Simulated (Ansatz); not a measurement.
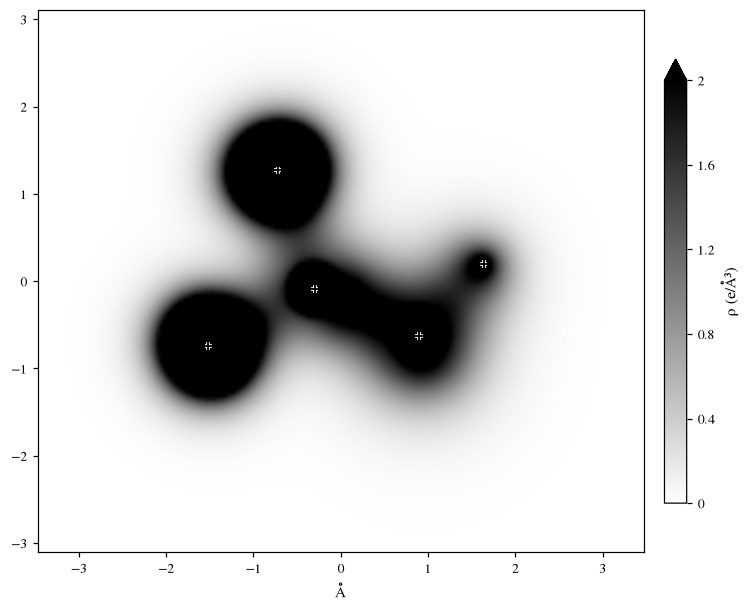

The electron density on a plane through atoms (crosses mark nuclei in the plane).

The calculation used Ansatz 0.2.0, isolated molecule in a Gaussian basis; Kohn-Sham density functional theory, functional PBE0.

Candidates:
A. C$_{2}$HF$_{2}$ (SMILES [CH-]=C(F)F) (charge −1)
B. CH$_{8}$B$_{2}$SSi (SMILES BSBC[SiH3])
C. CH$_{2}$Ge (SMILES [CH2]=[Ge]) (triplet)

**Which system is this?**

Candidate A: C$_{2}$HF$_{2}$ on the molecular plane, which holds C, F and H. C–C (1.31 Å): ρ at the midpoint is about 2.4 e/Å³. C–F (1.38 Å): ρ is about 2.1 e/Å³ halfway, with its minimum of 1.6 e/Å³ about 0.5 Å from C.
